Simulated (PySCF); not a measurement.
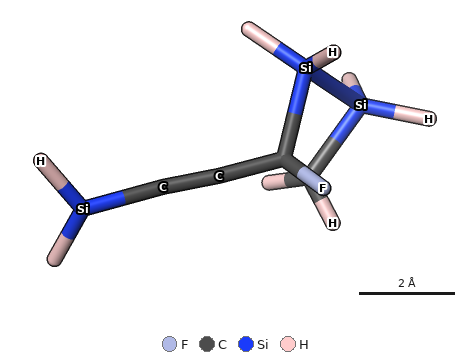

*The structure (stick view, seen at a tilt).*

# Run report: C4H8FSi3, EPR calculation

System: C4H8FSi3, multiplicity 2.
Method: UKS B3LYP, pcH-1 on C F H Si, non-relativistic, mean-field spin-orbit, GIAO (PySCF 2.14.0).

It belongs to a series of runs on one base structure; here: H removed from Si.

Output
```
UKS, coarse grid
  cycle   1  E = -1125.36784256  |g| = 4.97e-01
  cycle   2  E = -1125.25264278  |g| = 7.29e-01
  cycle   3  E = -1125.46718150  |g| = 6.56e-02
  cycle   4  E = -1125.46805318  |g| = 4.27e-02
  cycle   5  E = -1125.46879430  |g| = 1.15e-02
  cycle   6  E = -1125.46884068  |g| = 8.13e-03
  cycle   7  E = -1125.46887684  |g| = 2.17e-03
  cycle   8  E = -1125.46888152  |g| = 9.42e-04
UKS, final grid
  cycle   1  E = -1125.46888331  |g| = 1.38e-03
  cycle   2  E = -1125.46888163  |g| = 2.40e-03
  cycle   3  E = -1125.46888431  |g| = 4.80e-04
  cycle   4  E = -1125.46888443  |g| = 1.26e-04
  cycle   5  E = -1125.46888447  |g| = 1.04e-04
  cycle   6  E = -1125.46888448  |g| = 2.78e-05
  cycle   7  E = -1125.46888449  |g| = 6.60e-06
E = -1125.46888449 Eh   <S^2> = 0.7579 (exact 0.7500)
g shifts (ppm)      1          2          3
  rmc          -135       -135       -135
  gc             14         65         56
  oz_so         -44       1185       1980
  total        -164       1116       1901
hyperfine (MHz)  atom isotope    a_iso     a_fc   dipolar eigenvalues
    0   19F      94.61      94.32    -32.49    -31.38     63.87
    1   13C      -3.46      -3.46     -0.87     -0.22      1.09
    2   13C      19.28      19.38    -20.67    -15.99     36.66
    3   13C     -23.41     -23.42    -11.78      0.97     10.82
    4  29Si    -269.37    -270.52   -174.48     86.86     87.63
    5   13C       3.18       3.18     -0.74     -0.59      1.33
    6  29Si      -0.38      -0.38     -0.18      0.05      0.13
    7  29Si      -2.51      -2.51     -1.15      0.53      0.62
    8    1H     -19.39     -19.40    -10.98      2.70      8.28
    9    1H     -19.39     -19.40    -10.99      2.71      8.29
   10    1H       2.85       2.85     -1.50     -0.62      2.12
   11    1H       1.55       1.55     -0.85     -0.50      1.35
   12    1H       0.14       0.14     -0.25     -0.24      0.50
   13    1H       0.43       0.43     -0.29     -0.25      0.54
   14    1H       0.94       0.94     -0.80     -0.56      1.36
   15    1H       1.83       1.83     -0.52     -0.43      0.95
```

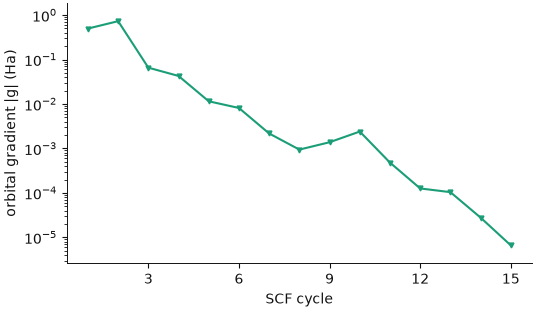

*Convergence of the self-consistent field: orbital gradient |g| against the SCF cycle.*

All cycles printed in the log are drawn one after another.

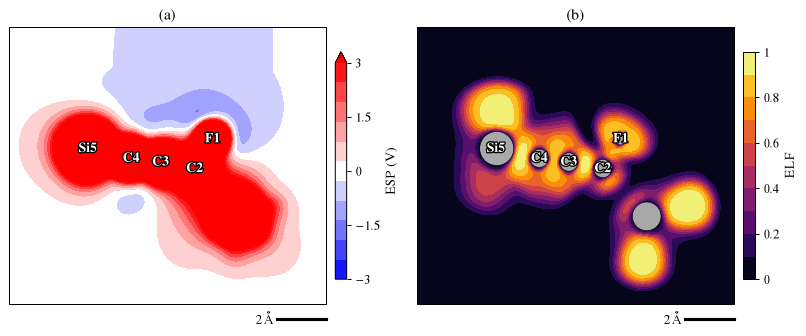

*(a) molecular electrostatic potential; (b) electron localisation function on the plane of atoms F1, C2 and C3. Grey discs, where drawn, cover atomic cores.*

C–C (1.22 Å): the ELF peaks at about 0.90 between the atoms (a multiple bond by its length, whose ELF region spreads away from the axis). C–F (1.42 Å): the ELF peaks at about 0.80 between the atoms, which marks a shared but strongly polarised pair. C–Si (1.80 Å): the ELF peaks at about 0.95 between the atoms, as expected for localised, shared-pair bonding.

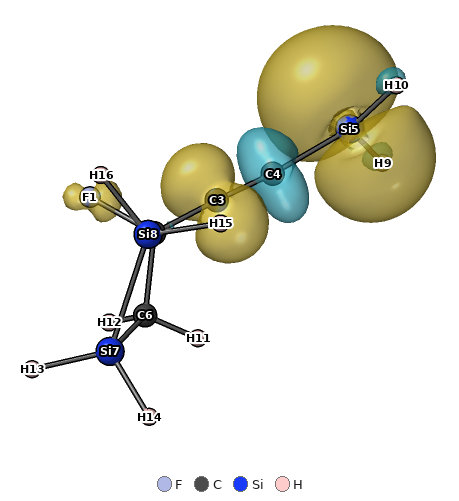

*Isosurfaces of the spin density at +0.015 (yellow) and −0.015 e/Å³ (cyan), seen at an oblique angle.*

The unpaired spin (1 electron) lies mostly on Si5 (about 0.7) and C3 (about 0.1), in electrons by Hirshfeld's partition.

The run was set up as follows.

Input file
```
{"job": {"kind": "epr", "basis": "pcH-1"}, "charge": 0, "multiplicity": 2}
F     -1.102394    -0.630655     1.746876
C     -0.476620    -0.277097     0.522156
C      0.897188     0.024229     0.748538
C      2.087302     0.262859     0.859422
Si     3.819923     0.605275     1.204553
C     -1.292147     0.882866    -0.100422
Si    -2.436412    -0.080740    -1.310454
Si    -0.899950    -1.739139    -0.731016
H      4.226692     1.992939     1.320175
H      4.806368    -0.348938     0.734187
H     -0.616181     1.566867    -0.614649
H     -1.785925     1.455825     0.683832
H     -3.822328    -0.167741    -0.838243
H     -2.466145     0.509449    -2.654659
H      0.249194    -2.010790    -1.602639
H     -1.196163    -2.959123     0.020934
```

The first line tells a small driver script what to run in PySCF; the rest is the geometry in Å.

Command:
```bash
OMP_NUM_THREADS=1 python <driver script> task.json out
```

Summary

```tsv
quantity	value
outcome	converged
total energy	−1125.468884 hartree
⟨S²⟩	0.758
isotropic g	2.0033
hardware	1 CPU thread, shared host
wall time	4.5 min
peak memory	1.1 GiB
```
